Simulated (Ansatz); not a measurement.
**CCSD/def2-SVPD run of NSF3 (thiazyl trifluoride)**

Aim: the vertical singlet–triplet gap of NSF3 (thiazyl trifluoride) at CCSD/def2-SVPD, from 2 runs. 

The results are computed with Ansatz 0.2.0.

50 further runs of the same task are left out: 8 that didn't finish, 42 set aside as unsound or not needed.

### Step 1. The structure to begin with

NSF3: 5 atoms, total charge 0, spin state singlet. SMILES: `N#S(F)(F)F`. The shape is that of a PBE0-D4/def2-TZVP optimisation.

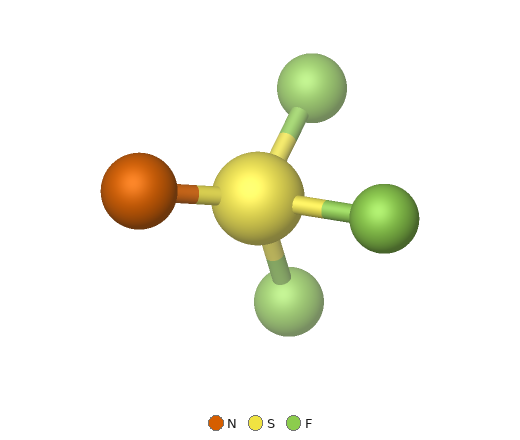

The structure, seen from a chosen angle (nitrogen orange, sulfur yellow, fluorine green).

### Step 2. A single-point energy at CCSD/def2-SVPD

File input.yaml:

```yaml
crystal:
  periodic: [false, false, false]
  atoms:
    - {symbol: N, position_ang: [-0.349630, -0.004150, 1.591380]}
    - {symbol: S, position_ang: [-0.047340, -0.000560, 0.215490]}
    - {symbol: F, position_ang: [1.023370, -0.939300, -0.408980]}
    - {symbol: F, position_ang: [-1.108620, -0.317610, -0.875740]}
    - {symbol: F, position_ang: [0.482210, 1.261610, -0.522150]}
basis:
  gaussian:
    orbitals: def2-SVPD
correlation:
  method: ccsd
  frozen_orbitals: {F: 1, "N": 1, S: 5}
accuracy: high
scf:
  omitted_lower_state_checks: [cluster_reference, increment]
```

On the command line:

```console
$ ansatz run input.yaml --threads 1 --pin off --max-ram 3480MiB --events-out events.jsonl --progress --plain --runs-dir runs
```

What it wrote (excerpt; [...] marks lines left out):

```text
Warning: RAYON_NUM_THREADS=1 ignored (pool sized by the plan → 1); use --threads N
Functional definition: HF
  name "HF"
[...]
2313 factors; integrals over basis functions are off by at most 2.8e-9 eV
[...]
mean field -20400.49852807 eV, -749.7044929520 hartree, gradient 1.2e-8 eV, S^2 0.000000; 0 other end points of the search recorded, 0 dependent functions left out
9 core orbitals not correlated: weight in the atoms' cores, before any rotation towards them, 1.000 or more for the frozen orbitals, at most 0.000 for the correlated occupied ones
reference -20400.49852807 eV, -749.7044929520 hartree; 16, 16 occupied and 91, 91 virtual orbitals, 2313 factors
second order -25.25714150 eV of doubles, -0.00000000 eV of singles
cycle   1  -24.38298309 eV  change    8.7e-1 eV  update   1.4e-1
[...]
cycle  20  -25.23686145 eV  change   -2.6e-9 eV  update   1.6e-9
Total energy: -20425.73538952 eV, -750.6319305042 hartree
Checks for a lower state left out: cluster_reference, increment
```

Wall time 47 s (1 thread of Arm Neoverse V2, shared host); peak memory 1.1 GiB.

### Step 3. The triplet, same level

File job.yaml:

```yaml
crystal:
  periodic: [false, false, false]
  atoms:
    - {symbol: N, position_ang: [-0.349630, -0.004150, 1.591380]}
    - {symbol: S, position_ang: [-0.047340, -0.000560, 0.215490]}
    - {symbol: F, position_ang: [1.023370, -0.939300, -0.408980]}
    - {symbol: F, position_ang: [-1.108620, -0.317610, -0.875740]}
    - {symbol: F, position_ang: [0.482210, 1.261610, -0.522150]}
basis:
  gaussian: {orbitals: def2-SVPD}
magnetization: {spin_polarized: true, initial_magnetization: 2}
correlation: {method: ccsd, frozen_orbitals: {F: 1, "N": 1, S: 5}}
accuracy: high
scf: {omitted_lower_state_checks: [cluster_reference, increment]}
```

On the command line:

```console
$ ansatz run job.yaml --threads 1 --pin off --max-ram 3480MiB --events-out events.jsonl --progress --plain --runs-dir runs
```

What it wrote:

```text
Warning: RAYON_NUM_THREADS=1 ignored (pool sized by the plan → 1); use --threads N
[... 20 lines left out ...]
9 core orbitals not correlated: weight in the atoms' cores, before any rotation towards them, 1.000 or more for the frozen orbitals, at most 0.000 for the correlated occupied ones
[... 46 lines left out ...]
Total energy: -20419.37561284 eV, -750.3982130219 hartree
Checks for a lower state left out: cluster_reference, increment
```

Run time: 7.6 min. Hardware: 1 thread of Arm Neoverse V2, shared host; peak memory 2.5 GiB.

### Step 4. What came out

At CCSD/def2-SVPD, 9 core orbitals frozen:

```
                                            quantity          value
                               singlet: total energy  -750.63193 Eh
singlet: correlation energy (9 core orbitals frozen)     -927.4 mEh
                              singlet: T1 diagnostic          0.016
                               triplet: total energy  -750.39821 Eh
triplet: correlation energy (9 core orbitals frozen)     -904.4 mEh
          triplet: ⟨S²⟩ of the reference determinant          2.018
                              triplet: T1 diagnostic          0.071
    vertical energy of the triplet above the singlet       6.360 eV
```

**Reading.** At this shape the triplet lies 6.36 eV (147 kcal/mol) above the singlet. The T1 diagnostic (triplet) of 0.071 is above the customary mark for such species, so a single reference may not serve.
